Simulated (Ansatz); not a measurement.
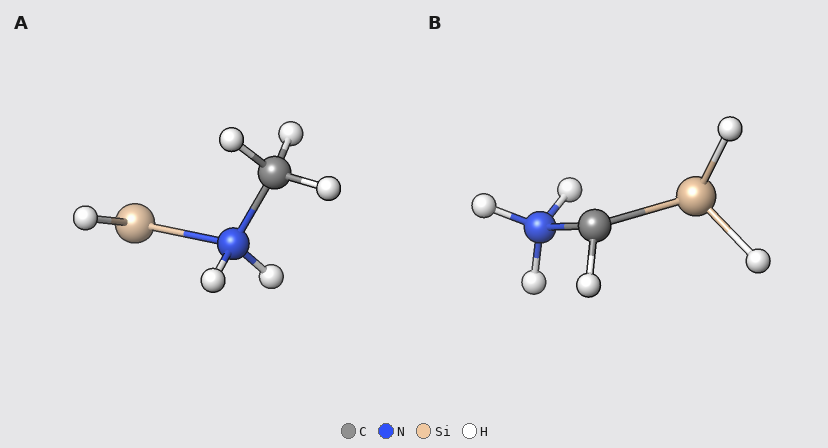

2 stationary structures of one formula. Charge −1, singlet. Geometries: PBE0-D4/def2-TZVPD. Electronic energies: B3LYP-D4/def2-TZVPPD (Ansatz 0.2.0), without zero-point energy. No frequency run is at hand to confirm each as a minimum. Each is one conformer, not always the lowest.

> Rank them by energy, lowest first.

A is lowest; B lies 92.1 kJ/mol above it.

Give E(B) − E(A) in kJ/mol at these levels too: ωB97M-V/def2-TZVPPD; r2SCAN-D4/def2-TZVPPD; B3LYP-D4/def2-TZVPPD; RHF-CCSD(T) (frozen core)/def2-TZVPPD; PBE-D4/def2-TZVPPD; PBE0-D4/def2-TZVPPD; PBE0-D4/def2-TZVPD.

| level | E(B) − E(A) (kJ/mol) |
| --- | --- |
| ωB97M-V/def2-TZVPPD | +87.9 |
| r2SCAN-D4/def2-TZVPPD | +84.3 |
| B3LYP-D4/def2-TZVPPD | +92.1 |
| RHF-CCSD(T) (frozen core)/def2-TZVPPD | +95.0 |
| PBE-D4/def2-TZVPPD | +85.0 |
| PBE0-D4/def2-TZVPPD | +90.0 |
| PBE0-D4/def2-TZVPD | +90.8 |
